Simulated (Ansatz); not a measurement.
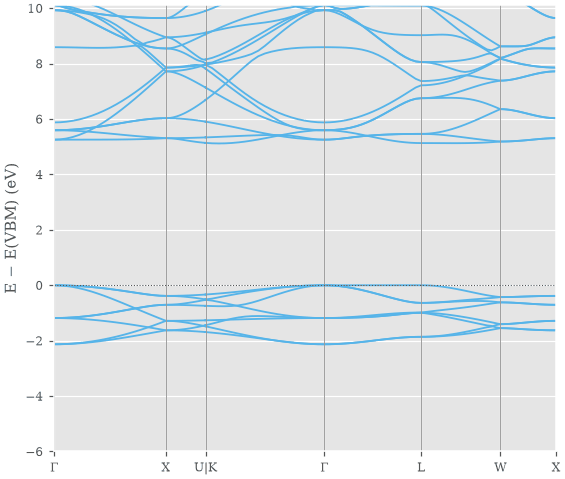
Figure: Band structure from the program Ansatz at the r²SCAN level (PAW)

### Question
Read off the gap and where the band edges lie.

### Answer
About 5.1 eV (5.12 eV by a search for the band edges); maximum at L, minimum on the K–Γ line, 11 % of the way from K.

### Question
Pick the material that matches.
(A) C, Fd-3m (C on 8b, C on 32e)
(B) CaO, rock salt
(C) NaI, rock salt

### Answer
A, C, Fd-3m (C on 8b, C on 32e)

The start of the workflow was typed in or built on a structure type. Its sites differ from those of the usual phase in this space group: another stacking or structure type. The r²SCAN relaxation kept the symmetry of its start; whether a distortion lowers the energy is not shown.

Potentials: the later of the program's two PAW sets.
